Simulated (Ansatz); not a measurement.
**revPBE/cc-pVDZ run of Ge2SiH8 (SMILES [GeH3][SiH2][GeH3])**

Aim: the vertical singlet–triplet gap of Ge2SiH8 at revPBE/cc-pVDZ, from 2 runs. 

Program for the calculation: Ansatz 0.2.0.

39 further runs of the same task are left out: 39 set aside as unsound or not needed. Runs told in other sessions of the task aren't counted.

## Step 1: The structure to begin with

The species is Ge2SiH8 (11 atoms), meant as a singlet with charge 0. SMILES: `[GeH3][SiH2][GeH3]`. The shape is that of a PBE0-D4/def2-TZVP optimisation.

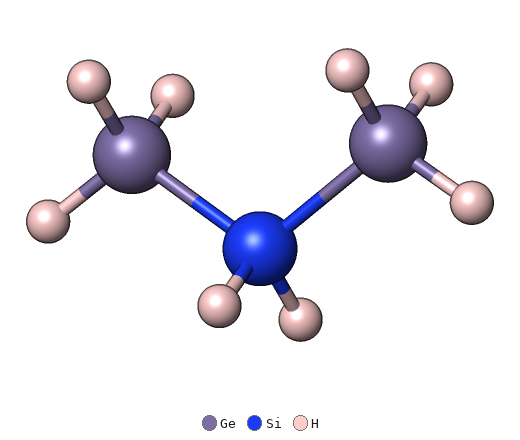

The structure, seen from a chosen angle (germanium purple, silicon blue, hydrogen pink).

## Step 2: The energy at revPBE/cc-pVDZ

input.yaml

```yaml
crystal:
  periodic: [false, false, false]
  atoms:
    - {symbol: Ge, position_ang: [-1.314800, 1.329100, -0.648100]}
    - {symbol: Si, position_ang: [-0.420300, -0.850100, -0.318100]}
    - {symbol: Ge, position_ang: [1.631200, -0.735900, 0.880400]}
    - {symbol: H, position_ang: [-2.643400, 1.277800, -1.421300]}
    - {symbol: H, position_ang: [-0.321200, 2.193400, -1.442700]}
    - {symbol: H, position_ang: [-1.566300, 2.008100, 0.708900]}
    - {symbol: H, position_ang: [-0.189900, -1.498600, -1.638400]}
    - {symbol: H, position_ang: [-1.395700, -1.678400, 0.443000]}
    - {symbol: H, position_ang: [1.405900, -0.077200, 2.251900]}
    - {symbol: H, position_ang: [2.652000, 0.110600, 0.101200]}
    - {symbol: H, position_ang: [2.227800, -2.135700, 1.103800]}
basis:
  gaussian: {orbitals: cc-pVDZ}
hamiltonian: {xc: {name: revPBE}}
accuracy: high
output: {orbitals: {seedname: orbitals}}
```

Command:

```
$ ansatz run input.yaml --threads 1 --pin off --max-ram 3480MiB --events-out events.jsonl --progress --plain --runs-dir runs
```

The log of the run:

```text
Warning: RAYON_NUM_THREADS=1 ignored (pool sized by the plan → 1); use --threads N
Functional definition: revPBE
  name "revPBE"
  parameter kappa = 1.245
  parameter beta = 0.06672455060314922
  exchange = pbe_x(kappa = kappa, mu = beta*pi^2/3)
  correlation = pbe_c(beta = beta)
2634 factors; integrals over basis functions are off by at most 4.4e-9 eV
mean field evaluation 1: about -121030.9183 eV, gradient 1.7e1 eV
mean field evaluation 2: about -121031.8385 eV, gradient 8.0e0 eV
mean field evaluation 4: about -121032.0460 eV, gradient 2.8e-1 eV
mean field evaluation 8: about -121032.0391 eV, gradient 2.0e-2 eV
mean field evaluation 16: about -121032.0391 eV, gradient 3.7e-7 eV
mean field -121032.03905406 eV, -4447.8453967741 hartree, gradient 4.4e-8 eV, S^2 0.000000; 0 other end points of the search recorded, 0 dependent functions left out
reference -121032.03905937 eV, -4447.8453969691 hartree; 43, 43 occupied and 69, 69 virtual orbitals, 2634 factors
Total energy: -121032.03905937 eV, -4447.8453969691 hartree
```

Wall time 16 s (1 thread of Arm Neoverse V1, shared host); peak memory 0.36 GiB.

## Step 3: The triplet

run.yaml

```yaml
crystal:
  periodic: [false, false, false]
  atoms:
    - symbol: Ge
      position_ang: [-1.314800, 1.329100, -0.648100]
    - symbol: Si
      position_ang: [-0.420300, -0.850100, -0.318100]
    - symbol: Ge
      position_ang: [1.631200, -0.735900, 0.880400]
    - symbol: H
      position_ang: [-2.643400, 1.277800, -1.421300]
    - symbol: H
      position_ang: [-0.321200, 2.193400, -1.442700]
    - symbol: H
      position_ang: [-1.566300, 2.008100, 0.708900]
    - symbol: H
      position_ang: [-0.189900, -1.498600, -1.638400]
    - symbol: H
      position_ang: [-1.395700, -1.678400, 0.443000]
    - symbol: H
      position_ang: [1.405900, -0.077200, 2.251900]
    - symbol: H
      position_ang: [2.652000, 0.110600, 0.101200]
    - symbol: H
      position_ang: [2.227800, -2.135700, 1.103800]
basis:
  gaussian:
    orbitals: cc-pVDZ
magnetization:
  spin_polarized: true
  initial_magnetization: 2
hamiltonian:
  xc: {name: revPBE}
accuracy: high
output:
  orbitals: {seedname: orbitals}
```

Command:

```
$ ansatz run run.yaml --threads 1 --pin off --max-ram 3480MiB --events-out events.jsonl --progress --plain --runs-dir runs
```

The log of the run (excerpt; [...] marks lines left out):

```text
Warning: RAYON_NUM_THREADS=1 ignored (pool sized by the plan → 1); use --threads N
[... 2 set-up lines as earlier in the session ...]
[...]
2634 factors; integrals over basis functions are off by at most 4.4e-9 eV
[...]
mean field -121026.27982441 eV, -4447.6337489883 hartree, gradient 5.5e-8 eV, S^2 2.005023; 8 other end points of the search recorded, 0 dependent functions left out
reference -121026.27982992 eV, -4447.6337491906 hartree; 44, 42 occupied and 68, 70 virtual orbitals, 2634 factors
Total energy: -121026.27982992 eV, -4447.6337491906 hartree
```

Run time: 64 s. Hardware: 1 thread of Arm Neoverse V1, shared host; peak memory 0.48 GiB.

## Step 4: Summary of results

Level: revPBE/cc-pVDZ.

| quantity | value |
| --- | --- |
| singlet: total energy | -4447.84540 Eh |
| singlet: HOMO energy | -6.81 eV |
| singlet: LUMO energy | -0.63 eV |
| singlet: HOMO–LUMO gap | 6.18 eV |
| triplet: total energy | -4447.63375 Eh |
| triplet: HOMO energy (highest over α and β) | -1.30 eV |
| triplet: ⟨S²⟩ | 2.005 |
| vertical energy of the triplet above the singlet | 5.759 eV |

At this shape the triplet lies 5.76 eV (133 kcal/mol) above the singlet.
